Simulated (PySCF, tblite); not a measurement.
# C₄H₉B: a rotation path, then NMR shifts and spin-spin couplings on frames

Aim: move C₄H₉B (`BCC(=C)C`) away from its starting geometry and see how NMR shifts and spin-spin couplings follow the geometry.

The runs use tblite 0.8.0 and PySCF 2.14.0, with density-fitted response routines of our own; the level of theory stands in each step. All values are computed, except where a source is named. Atoms count from 0, in the outputs and in this text.

## Step 1: Starting geometry

14 atoms, charge 0, multiplicity 1; geometry from: GFN2-xTB.

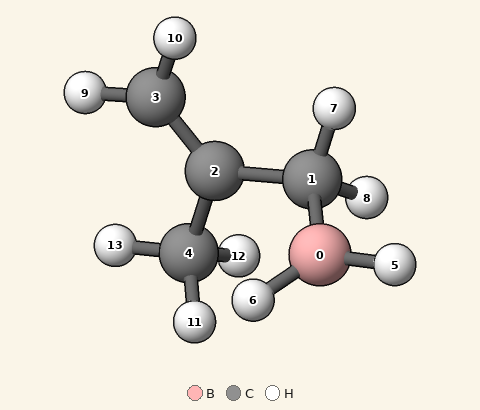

The starting geometry (boron pink, carbon grey, hydrogen white), atoms numbered.

## Step 2: A band between two rotamers with GFN2-xTB

Job settings and geometry (Å):

```
{"job": {"kind": "neb", "xc": "GFN2-xTB", "basis": "xTB", "atoms": [0, 1, 2, 4], "turn": 120}, "charge": 0, "multiplicity": 1}
B      1.644989    -1.047387     0.627922
C      0.720024    -0.560899    -0.545870
C     -0.347127     0.429587    -0.179615
C     -0.256520     1.716513    -0.474237
C     -1.516308    -0.142679     0.563096
H      2.483699    -1.828825     0.394392
H      1.520945    -0.638991     1.716051
H      1.360594    -0.137547    -1.326321
H      0.252109    -1.437075    -1.008548
H     -1.018419     2.422320    -0.188829
H      0.585859     2.121136    -1.010617
H     -1.171149    -0.673159     1.449637
H     -2.047473    -0.859310    -0.064128
H     -2.211901     0.635841     0.864977
```

Level: GFN2-xTB climbing-image nudged elastic band, gas phase.

On the command line:

```console
$ OMP_NUM_THREADS=1 python probes_run.py task.json out
```

This one command runs all jobs of the session in turn.

The program printed:

```text
image   E - E0 / eV
  0      -0.0000
  1       0.0246
  2       0.0762
  3       0.1134
  4       0.1260
  5       0.1038
  6       0.0644
  7       0.0205
  8       0.0001
```

It took 2 s on 1 thread of Intel Xeon Platinum 8488C, shared host; peak memory 0.18 GiB.

The final band, with the dihedral B0–C1–C2–C4:

| image | dihedral (°) | energy (eV) | energy (kcal/mol) |
| --- | --- | --- | --- |
| 0 | -75 | 0.000 | 0.0 |
| 1 | -56 | 0.025 | 0.6 |
| 2 | -38 | 0.076 | 1.8 |
| 3 | -19 | 0.113 | 2.6 |
| 4 | 1 | 0.126 | 2.9 |
| 5 | 20 | 0.104 | 2.4 |
| 6 | 38 | 0.064 | 1.5 |
| 7 | 57 | 0.021 | 0.5 |
| 8 | 75 | 0.000 | 0.0 |

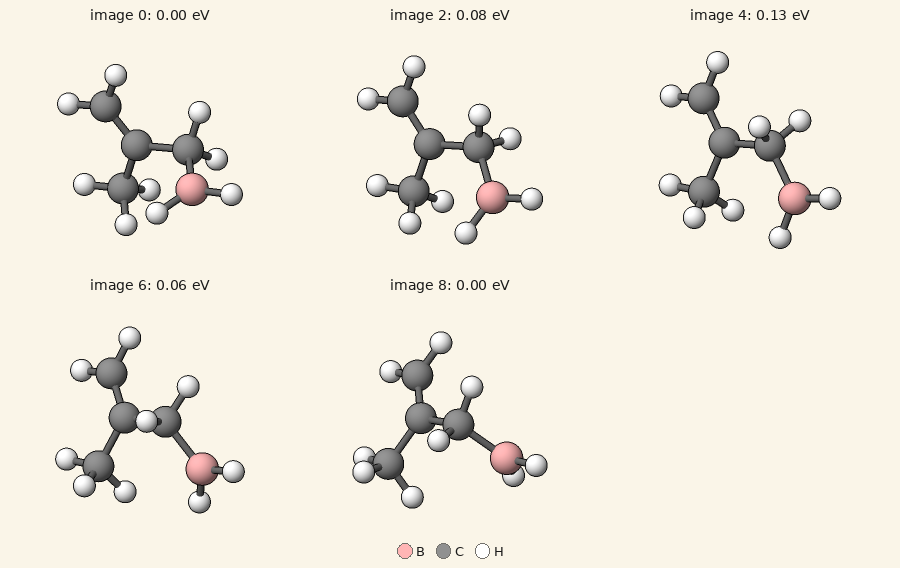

Images along the band.

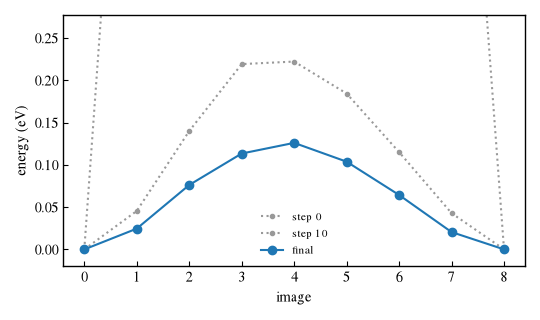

Energy along the band, early and final.

## Step 3: NMR shieldings: image 0, PBE0/pcSseg-1

Job settings and geometry (Å):

```
{"job": {"kind": "nmr", "xc": "PBE0", "basis": "pcSseg-1", "pop": false}, "charge": 0, "multiplicity": 1}
B      1.645000    -1.047400     0.627900
C      0.720000    -0.560900    -0.545900
C     -0.347100     0.429600    -0.179600
C     -0.256500     1.716500    -0.474200
C     -1.516300    -0.142700     0.563100
H      2.483700    -1.828800     0.394400
H      1.520900    -0.639000     1.716100
H      1.360600    -0.137500    -1.326300
H      0.252100    -1.437100    -1.008500
H     -1.018400     2.422300    -0.188800
H      0.585900     2.121100    -1.010600
H     -1.171100    -0.673200     1.449600
H     -2.047500    -0.859300    -0.064100
H     -2.211900     0.635800     0.865000
```

Method: GIAO PBE0/pcSseg-1 NMR shielding, non-relativistic, gas phase.

The program printed:

```text
coarse grid: 11016 points
cycle   1  E = -182.3115434279  dE =  3.242e-01  |g| = 3.911e-01  |ddm| = 3.138e+00
cycle   2  E = -182.3125316324  dE = -9.882e-04  |g| = 3.965e-01  |ddm| = 7.462e-01
cycle   3  E = -182.3548453076  dE = -4.231e-02  |g| = 1.952e-02  |ddm| = 3.987e-01
cycle   4  E = -182.3549301435  dE = -8.484e-05  |g| = 1.102e-02  |ddm| = 3.566e-02
cycle   5  E = -182.3549621793  dE = -3.204e-05  |g| = 3.843e-03  |ddm| = 1.434e-02
cycle   6  E = -182.3549654624  dE = -3.283e-06  |g| = 1.425e-03  |ddm| = 4.091e-03
final grid: 104392 points
cycle   7  E = -182.3840169312  dE = -2.969e-05  |g| = 7.971e-03  |ddm| = 2.420e-02
cycle   8  E = -182.3840068561  dE =  1.008e-05  |g| = 1.015e-02  |ddm| = 1.692e-02
cycle   9  E = -182.3840336684  dE = -2.681e-05  |g| = 1.790e-03  |ddm| = 9.856e-03
cycle  10  E = -182.3840344642  dE = -7.957e-07  |g| = 1.550e-04  |ddm| = 1.452e-03
cycle  11  E = -182.3840344702  dE = -6.063e-09  |g| = 4.750e-05  |ddm| = 2.068e-04
cycle  12  E = -182.3840344709  dE = -6.644e-10  |g| = 1.162e-05  |ddm| = 6.242e-05
converged SCF energy = -182.3840344709

GIAO shielding tensors (ppm)
atom      isotropic    diamagn.    paramagn.     s11        s22        s33       span
  0 B        7.834     192.242    -184.408    -69.910    -33.745    127.157    197.067
  1 C      138.809     250.921    -112.113    107.966    151.156    157.304     49.338
  2 C       30.263     260.891    -230.628    -92.646     21.674    161.760    254.406
  3 C       72.986     252.880    -179.894    -26.592    102.714    142.835    169.427
  4 C      159.091     247.302     -88.212    142.270    149.057    185.945     43.674
  5 H       23.695      29.609      -5.914     16.161     26.739     28.186     12.024
  6 H       23.732      29.786      -6.054     14.684     27.803     28.708     14.023
  7 H       29.081      31.365      -2.284     24.219     29.629     33.396      9.177
  8 H       29.269      30.921      -1.652     24.671     29.557     33.578      8.907
  9 H       26.714      31.355      -4.641     23.892     25.612     30.639      6.746
 10 H       26.863      32.002      -5.139     23.968     25.756     30.865      6.897
 11 H       29.793      30.329      -0.536     26.406     28.237     34.736      8.330
 12 H       29.889      29.648       0.241     26.421     28.171     35.076      8.654
 13 H       29.764      30.318      -0.554     26.228     28.338     34.727      8.499
```

Run time: 9.4 s. Hardware: 1 thread of Intel Xeon Platinum 8488C, shared host; peak memory 0.63 GiB.

The references, computed at this level on geometries of the same kind, shield at (ppm): 1H TMS 31.72, 13C TMS 186.9, 11B BF3·OEt2 100.1. Their shielding less the atom's gives the shift. The references are single molecules in the gas phase. Each atom is listed at this fixed geometry, with no averaging over motion; a spectrum would average atoms that exchange fast.

| atoms | environment | σ (ppm) | δ (ppm) |
| --- | --- | --- | --- |
| C2 | fully substituted alkene carbon | 30.3 | 156.7 |
| C3 | terminal =CH2 carbon | 73.0 | 113.9 |
| C1 | allylic sp3 CH2 bonded to B | 138.8 | 48.1 |
| C4 | allylic methyl carbon | 159.1 | 27.8 |
| H5 | hydrogen on a boron bonded to C | 23.70 | 8.02 |
| H6 | hydrogen on a boron bonded to C | 23.73 | 7.99 |
| H9 | hydrogen on a terminal =CH2 carbon | 26.71 | 5.00 |
| H10 | hydrogen on a terminal =CH2 carbon | 26.86 | 4.85 |
| H7 | hydrogen on an allylic sp3 CH2 bonded to B | 29.08 | 2.64 |
| H8 | hydrogen on an allylic sp3 CH2 bonded to B | 29.27 | 2.45 |
| H13 | hydrogen on an allylic methyl carbon | 29.76 | 1.95 |
| H11 | hydrogen on an allylic methyl carbon | 29.79 | 1.92 |
| H12 | hydrogen on an allylic methyl carbon | 29.89 | 1.83 |
| B0 | boron bonded to C, 2 H | 7.8 | 92.2 |

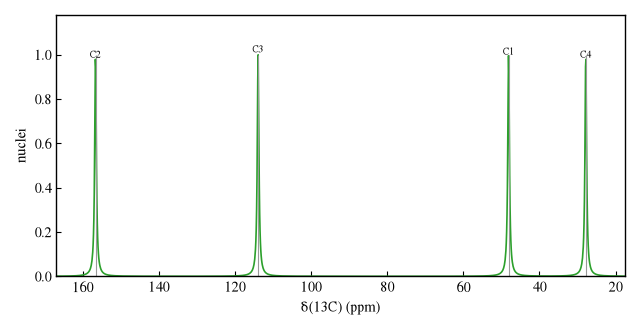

13C lines at the computed shifts, without couplings. Lines are broadened to a width of 0.52 ppm (Lorentzian).

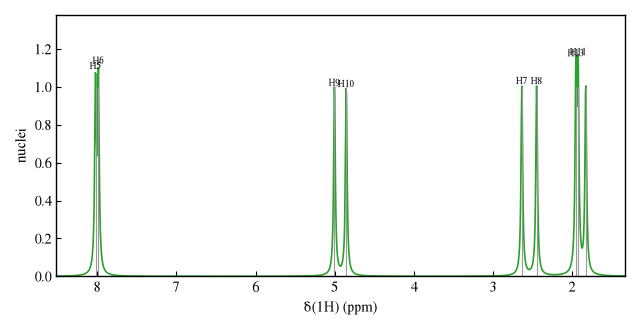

1H lines at the computed shifts, without couplings. Lines are broadened to a width of 0.02 ppm (Lorentzian).

## Step 4: Spin-spin couplings: image 0, B3LYP/pcJ-1

Settings changed since step 3:

```diff
@@ -1,2 +1,2 @@
-{"job": {"kind": "nmr", "xc": "PBE0", "basis": "pcSseg-1", "pop": false}, "charge": 0, "multiplicity": 1}
+{"job": {"kind": "j", "xc": "B3LYP", "basis": "pcJ-1"}, "charge": 0, "multiplicity": 1}
 B      1.645000    -1.047400     0.627900
```

Method: B3LYP/pcJ-1 indirect spin-spin coupling, non-relativistic, gas phase.

The program printed:

```text
coarse grid: 11016 points
cycle   1  E = -182.5731726578  dE =  2.557e-01  |g| = 4.629e-01  |ddm| = 2.880e+00
cycle   2  E = -182.5615319542  dE =  1.164e-02  |g| = 5.089e-01  |ddm| = 8.732e-01
cycle   3  E = -182.6307889872  dE = -6.926e-02  |g| = 2.680e-02  |ddm| = 5.049e-01
cycle   4  E = -182.6309372143  dE = -1.482e-04  |g| = 1.482e-02  |ddm| = 4.560e-02
cycle   5  E = -182.6309934512  dE = -5.624e-05  |g| = 4.209e-03  |ddm| = 1.705e-02
cycle   6  E = -182.6309967300  dE = -3.279e-06  |g| = 1.714e-03  |ddm| = 3.895e-03
final grid: 104392 points
cycle   7  E = -182.6707983256  dE = -9.376e-05  |g| = 6.317e-03  |ddm| = 2.249e-02
cycle   8  E = -182.6707931988  dE =  5.127e-06  |g| = 7.705e-03  |ddm| = 1.065e-02
cycle   9  E = -182.6708076037  dE = -1.440e-05  |g| = 1.182e-03  |ddm| = 6.168e-03
cycle  10  E = -182.6708078356  dE = -2.319e-07  |g| = 7.094e-04  |ddm| = 1.462e-03
cycle  11  E = -182.6708079642  dE = -1.286e-07  |g| = 3.617e-05  |ddm| = 5.832e-04
cycle  12  E = -182.6708079645  dE = -3.278e-10  |g| = 1.259e-05  |ddm| = 4.978e-05
converged SCF energy = -182.6708079645

Indirect spin-spin couplings (Hz)
  i      j    bonds     total        FC       PSO       DSO        SD
  0 B    1 C    1     46.985    49.350    -2.755     0.163     0.227
  0 B    2 C    2     -3.537    -3.294    -0.133     0.007    -0.118
  0 B    3 C    3      2.735     2.637     0.078    -0.063     0.082
  0 B    4 C    3      1.034     1.064     0.004    -0.016    -0.019
  0 B    5 H    1    130.427   131.451    -1.925     0.340     0.562
  0 B    6 H    1    133.675   134.700    -1.996     0.385     0.585
  0 B    7 H    2     -4.755    -4.704     0.041    -0.286     0.193
  0 B    8 H    2     -5.671    -5.553    -0.010    -0.298     0.191
  0 B    9 H    4     -1.674    -1.618     0.319    -0.384     0.009
  0 B   10 H    4     -1.631    -1.610     0.126    -0.144    -0.003
  0 B   11 H    4     -0.982    -0.877    -0.311     0.242    -0.036
  0 B   12 H    4     -1.292    -1.255     0.186    -0.220    -0.003
  0 B   13 H    4     -0.265    -0.188     0.300    -0.362    -0.016
  1 C    2 C    1     41.257    42.487    -1.457     0.228         -
  1 C    3 C    2      3.329     3.618    -0.245    -0.043         -
  1 C    4 C    2      5.349     5.579    -0.223    -0.007         -
  1 C    5 H    2      4.924     5.398    -0.325    -0.150         -
  1 C    6 H    2      3.939     4.411    -0.318    -0.155         -
  1 C    7 H    1    119.741   117.489     1.448     0.804         -
  1 C    8 H    1    120.881   118.558     1.518     0.806         -
  1 C    9 H    3     10.653    10.748     0.409    -0.504         -
  1 C   10 H    3      6.939     7.054    -0.111    -0.004         -
  1 C   11 H    3      2.226     2.259    -0.056     0.023         -
  1 C   12 H    3      1.909     1.909     0.031    -0.031         -
  1 C   13 H    3      8.698     8.743     0.411    -0.455         -
  2 C    3 C    1     80.738    90.202    -9.650     0.185         -
  2 C    4 C    1     42.393    43.604    -1.420     0.210         -
  2 C    5 H    3      7.758     7.786     0.244    -0.272         -
  2 C    6 H    3      5.210     5.117    -0.041     0.134         -
  2 C    7 H    2     -3.649    -3.314    -0.256    -0.078         -
  2 C    8 H    2     -6.216    -6.158    -0.011    -0.047         -
  2 C    9 H    2     -0.745     1.145    -1.434    -0.455         -
  2 C   10 H    2     -0.400     1.507    -1.458    -0.450         -
  2 C   11 H    2     -7.162    -7.145     0.065    -0.082         -
  2 C   12 H    2     -7.054    -7.048     0.088    -0.094         -
  2 C   13 H    2     -3.785    -3.431    -0.211    -0.144         -
  3 C    4 C    2      4.052     4.330    -0.226    -0.052         -
  3 C    5 H    4      0.189     0.216     0.230    -0.257         -
  3 C    6 H    4     -0.222    -0.223     0.095    -0.095         -
  3 C    7 H    3      5.296     5.618    -0.348     0.026         -
  3 C    8 H    3      6.161     6.275     0.331    -0.446         -
  3 C    9 H    1    162.241   160.949     0.657     0.634         -
  3 C   10 H    1    159.972   158.643     0.690     0.639         -
  3 C   11 H    3      6.209     6.328     0.310    -0.429         -
  3 C   12 H    3      5.486     5.621     0.267    -0.403         -
  3 C   13 H    3      5.901     6.203    -0.306     0.004         -
  4 C    6 H    4      0.391     0.394    -0.043     0.040         -
  4 C    7 H    3      7.537     7.583     0.410    -0.455         -
  4 C    8 H    3      3.601     3.595    -0.035     0.041         -
  4 C    9 H    3      7.377     7.505    -0.089    -0.039         -
  4 C   10 H    3     11.416    11.508     0.435    -0.527         -
  4 C   11 H    1    130.529   128.641     1.222     0.666         -
  4 C   12 H    1    130.648   128.753     1.245     0.650         -
  4 C   13 H    1    134.234   132.494     1.095     0.645         -
  5 H    6 H    2      5.667     5.939     1.924    -2.196         -
  5 H    7 H    3      1.305     1.385     0.421    -0.501         -
  5 H    8 H    3      1.640     1.722     0.410    -0.493         -
  5 H   11 H    5     -0.234    -0.176     0.363    -0.420         -
  6 H    7 H    3      1.428     1.566     1.556    -1.694         -
  6 H    8 H    3      1.992     2.143     1.598    -1.749         -
  7 H    8 H    2    -21.120   -21.327     2.214    -2.007         -
  7 H   10 H    4     -0.514    -0.509    -1.542     1.537         -
  7 H   11 H    4      0.398     0.472     1.678    -1.752         -
  7 H   12 H    4     -0.650    -0.570     1.265    -1.345         -
  7 H   13 H    4      2.955     3.035     1.729    -1.809         -
  8 H    9 H    4     -1.267    -1.137     1.666    -1.795         -
  8 H   10 H    4     -1.868    -1.720     1.267    -1.415         -
  8 H   11 H    4     -0.988    -0.923     0.096    -0.160         -
  8 H   12 H    4     -1.437    -1.465    -1.249     1.278         -
  8 H   13 H    4      0.472     0.539     1.557    -1.624         -
  9 H   10 H    2      0.359     0.058     3.742    -3.441         -
  9 H   11 H    4     -2.272    -2.116     1.157    -1.313         -
  9 H   12 H    4     -2.674    -2.514     1.029    -1.190         -
  9 H   13 H    4     -0.423    -0.416    -1.510     1.503         -
 10 H   11 H    4     -1.739    -1.603     1.665    -1.801         -
 10 H   12 H    4     -2.406    -2.265     1.636    -1.777         -
 10 H   13 H    4      0.231     0.405     1.583    -1.757         -
 11 H   12 H    2    -18.213   -18.371     2.692    -2.534         -
 11 H   13 H    2    -12.966   -13.058     2.763    -2.671         -
 12 H   13 H    2    -13.569   -13.663     2.766    -2.672         -
```

Run time: 26 s. Hardware: 1 thread of Intel Xeon Platinum 8488C, shared host; peak memory 0.89 GiB.

Couplings of 1 Hz or more, nine at most for each number of bonds (isotopes 11B, 13C, 1H):

| pair | bonds | J (Hz) | Fermi contact (Hz) | dihedral (°) |
| --- | --- | --- | --- | --- |
| C3–H9 | 1 | 162.2 | 160.9 | – |
| C3–H10 | 1 | 160.0 | 158.6 | – |
| C4–H13 | 1 | 134.2 | 132.5 | – |
| B0–H6 | 1 | 133.7 | 134.7 | – |
| C4–H12 | 1 | 130.6 | 128.8 | – |
| C4–H11 | 1 | 130.5 | 128.6 | – |
| B0–H5 | 1 | 130.4 | 131.5 | – |
| C1–H8 | 1 | 120.9 | 118.6 | – |
| C1–H7 | 1 | 119.7 | 117.5 | – |
| H7–H8 | 2 | -21.1 | -21.3 | – |
| H11–H12 | 2 | -18.2 | -18.4 | – |
| H12–H13 | 2 | -13.6 | -13.7 | – |
| H11–H13 | 2 | -13.0 | -13.1 | – |
| C2–H11 | 2 | -7.2 | -7.1 | – |
| C2–H12 | 2 | -7.1 | -7.0 | – |
| C2–H8 | 2 | -6.2 | -6.2 | – |
| B0–H8 | 2 | -5.7 | -5.6 | – |
| H5–H6 | 2 | 5.7 | 5.9 | – |
| C4–H10 | 3 | 11.4 | 11.5 | -180 |
| C1–H9 | 3 | 10.7 | 10.7 | -179 |
| C1–H13 | 3 | 8.7 | 8.7 | 176 |
| C2–H5 | 3 | 7.8 | 7.8 | 179 |
| C4–H7 | 3 | 7.5 | 7.6 | 163 |
| C4–H9 | 3 | 7.4 | 7.5 | 0 |
| C1–H10 | 3 | 6.9 | 7.1 | 1 |
| C3–H11 | 3 | 6.2 | 6.3 | -125 |
| C3–H8 | 3 | 6.2 | 6.3 | -132 |
| H7–H13 | 4 | 3.0 | 3.0 | – |
| H9–H12 | 4 | -2.7 | -2.5 | – |
| H10–H12 | 4 | -2.4 | -2.3 | – |
| H9–H11 | 4 | -2.3 | -2.1 | – |
| H8–H10 | 4 | -1.9 | -1.7 | – |
| H10–H11 | 4 | -1.7 | -1.6 | – |
| B0–H9 | 4 | -1.7 | -1.6 | – |
| B0–H10 | 4 | -1.6 | -1.6 | – |
| H8–H12 | 4 | -1.4 | -1.5 | – |

The spin-dipole term was solved for some atoms only; pairs without it lack that part.

Quadrupole couplings from the field gradients of the same density:

| atom | isotope | eQq/h (MHz) | η |
| --- | --- | --- | --- |
| B0 | 11B | 6.020 | 0.02 |

## Step 5: Nuclear shieldings: image 2, PBE0/pcSseg-1

Job settings and geometry (Å):

```
{"job": {"kind": "nmr", "xc": "PBE0", "basis": "pcSseg-1", "pop": false}, "charge": 0, "multiplicity": 1}
B      1.455400    -1.333300     0.618800
C      0.860100    -0.398400    -0.492000
C     -0.309600     0.497500    -0.173400
C     -0.433300     1.701500    -0.711300
C     -1.358600    -0.059100     0.739900
H      2.334200    -2.049600     0.329200
H      1.061700    -1.347000     1.718400
H      1.670200     0.213600    -0.905000
H      0.567500    -1.040700    -1.333400
H     -1.283000     2.331100    -0.504500
H      0.299300     2.109800    -1.387800
H     -0.918100    -0.354000     1.688700
H     -1.809800    -0.946600     0.296800
H     -2.136400     0.674900     0.933500
```

With the program's defaults for keys left out, this is: GIAO PBE0/pcSseg-1 NMR shielding, non-relativistic, gas phase.

The program printed:

```text
coarse grid: 11016 points
cycle   1  E = -182.3095711674  dE =  3.251e-01  |g| = 3.898e-01  |ddm| = 3.147e+00
cycle   2  E = -182.3113164007  dE = -1.745e-03  |g| = 3.919e-01  |ddm| = 7.308e-01
cycle   3  E = -182.3524761020  dE = -4.116e-02  |g| = 1.986e-02  |ddm| = 3.788e-01
cycle   4  E = -182.3525635932  dE = -8.749e-05  |g| = 1.115e-02  |ddm| = 3.623e-02
cycle   5  E = -182.3525951174  dE = -3.152e-05  |g| = 4.699e-03  |ddm| = 1.528e-02
cycle   6  E = -182.3526003227  dE = -5.205e-06  |g| = 1.384e-03  |ddm| = 4.754e-03
final grid: 104392 points
cycle   7  E = -182.3815165667  dE = -3.181e-05  |g| = 7.642e-03  |ddm| = 2.398e-02
cycle   8  E = -182.3815088842  dE =  7.682e-06  |g| = 9.413e-03  |ddm| = 1.615e-02
cycle   9  E = -182.3815320030  dE = -2.312e-05  |g| = 1.685e-03  |ddm| = 9.314e-03
cycle  10  E = -182.3815327085  dE = -7.055e-07  |g| = 1.655e-04  |ddm| = 1.384e-03
cycle  11  E = -182.3815327154  dE = -6.891e-09  |g| = 4.804e-05  |ddm| = 1.950e-04
cycle  12  E = -182.3815327161  dE = -6.813e-10  |g| = 1.153e-05  |ddm| = 6.355e-05
converged SCF energy = -182.3815327161

GIAO shielding tensors (ppm)
atom      isotropic    diamagn.    paramagn.     s11        s22        s33       span
  0 B       10.301     191.682    -181.381    -68.908    -31.459    131.270    200.177
  1 C      141.669     250.479    -108.810    110.299    157.081    157.626     47.327
  2 C       33.083     259.767    -226.684    -90.831     29.666    160.413    251.244
  3 C       70.057     252.493    -182.436    -30.911    100.970    140.112    171.022
  4 C      160.918     247.310     -86.393    146.047    152.801    183.905     37.858
  5 H       23.763      29.367      -5.603     16.358     26.881     28.051     11.693
  6 H       23.427      30.135      -6.708     14.774     26.770     28.738     13.965
  7 H       28.766      31.151      -2.386     24.339     29.315     32.642      8.303
  8 H       28.862      30.285      -1.423     24.547     27.894     34.144      9.597
  9 H       26.565      31.215      -4.650     23.914     25.282     30.500      6.586
 10 H       26.744      31.750      -5.006     24.033     25.542     30.658      6.625
 11 H       28.924      30.342      -1.418     24.660     27.359     34.752     10.092
 12 H       30.049      29.929       0.119     26.700     28.097     35.349      8.650
 13 H       29.765      30.349      -0.583     26.127     28.808     34.360      8.233
```

Run time: 9.4 s. Hardware: 1 thread of Intel Xeon Platinum 8488C, shared host; peak memory 0.63 GiB.

This run: δ C2 153.8, C3 116.9, C1 45.3, C4 26.0, H6 8.29, H5 7.95 ppm.

[end of part 1 of 3]
